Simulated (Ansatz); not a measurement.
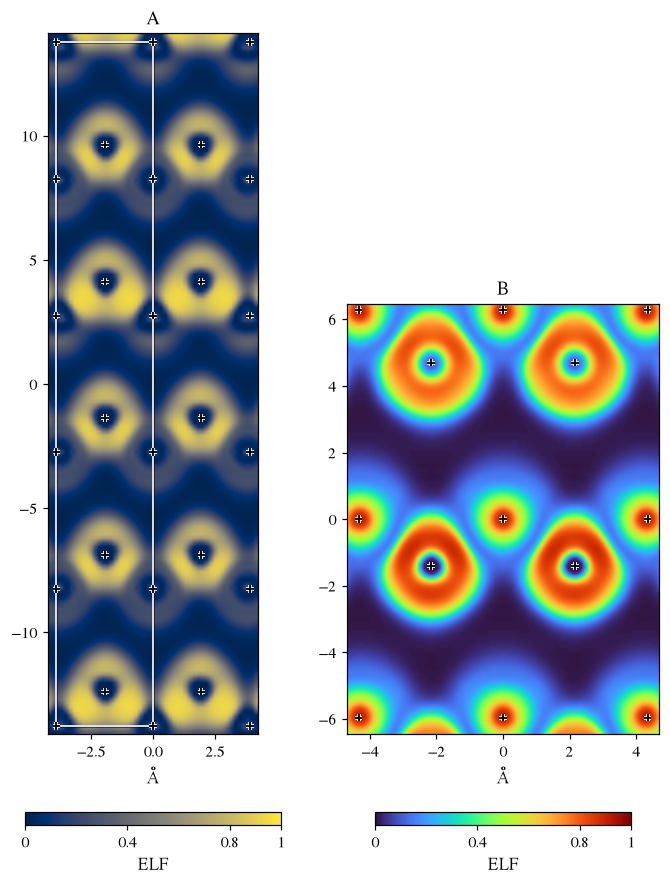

The ELF of 2 systems, each on a plane through atoms (crosses mark nuclei in the plane).

Computed with DFT PBEsol, scalar-relativistic, plane waves, PAW in Ansatz 0.2.0.

System 1: Cd₄Se₃S, the (100) plane of the conventional cell. Space group P-4m2; a structure generated by program, which may or may not match a known phase; computed pressure about −3 GPa in this cell.

```yaml
crystal:
  lattice:
    - [4.33651, 0.00000, 0.00000]
    - [0.00000, 4.33651, 0.00000]
    - [0.00000, 0.00000, 12.23262]
  atoms:
    - { symbol: Cd, position: [0.50000, 0.00000, 0.88435] }
    - { symbol: Cd, position: [0.00000, 0.50000, 0.11565] }
    - { symbol: Cd, position: [0.50000, 0.00000, 0.37166] }
    - { symbol: Cd, position: [0.00000, 0.50000, 0.62834] }
    - { symbol: Se, position: [0.50000, 0.50000, 0.24357] }
    - { symbol: Se, position: [0.00000, 0.00000, 0.50000] }
    - { symbol: Se, position: [0.50000, 0.50000, 0.75643] }
    - { symbol: S, position: [0.00000, 0.00000, 0.00000] }
```

System 2: Al₂Ga₃P₅, the (100) plane of the conventional cell. Space group I-4m2; a structure generated by program, which may or may not match a known phase; computed pressure about −2 GPa in this cell.

```cif
data_structure
_symmetry_space_group_name_H-M 'P 1'
_symmetry_Int_Tables_number 1
_cell_length_a 3.8940
_cell_length_b 3.8940
_cell_length_c 27.5341
_cell_angle_alpha 90.000
_cell_angle_beta 90.000
_cell_angle_gamma 90.000
_cell_volume 417.51
loop_
_atom_site_label
_atom_site_type_symbol
_atom_site_fract_x
_atom_site_fract_y
_atom_site_fract_z
_atom_site_occupancy
Al1 Al 0.50000 0.50000 0.20000 1
Al2 Al 0.00000 0.00000 0.70000 1
Al3 Al 0.00000 0.00000 0.30000 1
Al4 Al 0.50000 0.50000 0.80000 1
Ga1 Ga 0.50000 0.50000 0.40001 1
Ga2 Ga 0.00000 0.00000 0.90001 1
Ga3 Ga 0.50000 0.50000 0.00000 1
Ga4 Ga 0.00000 0.00000 0.50000 1
Ga5 Ga 0.00000 0.00000 0.09999 1
Ga6 Ga 0.50000 0.50000 0.59999 1
P1 P 0.50000 0.00000 0.25000 1
P2 P 0.00000 0.50000 0.75000 1
P3 P 0.00000 0.50000 0.34979 1
P4 P 0.50000 0.00000 0.84979 1
P5 P 0.50000 0.00000 0.45002 1
P6 P 0.00000 0.50000 0.95002 1
P7 P 0.50000 0.00000 0.04998 1
P8 P 0.00000 0.50000 0.54998 1
P9 P 0.00000 0.50000 0.15021 1
P10 P 0.50000 0.00000 0.65021 1
```

> Match each panel to its system.

Panel A is system 2, Al₂Ga₃P₅: the plane holds Al, Ga and P. Al–P (2.38 Å): the ELF peaks at about 0.95 between the atoms: a covalent bond. Panel B is system 1, Cd₄Se₃S: the plane holds Cd, Se and S. Cd–S (2.59 Å): the ELF peaks at about 0.90 in the valence shell of S, 0.8 Å from its nucleus, and drops to about 0.15 between the two atoms.
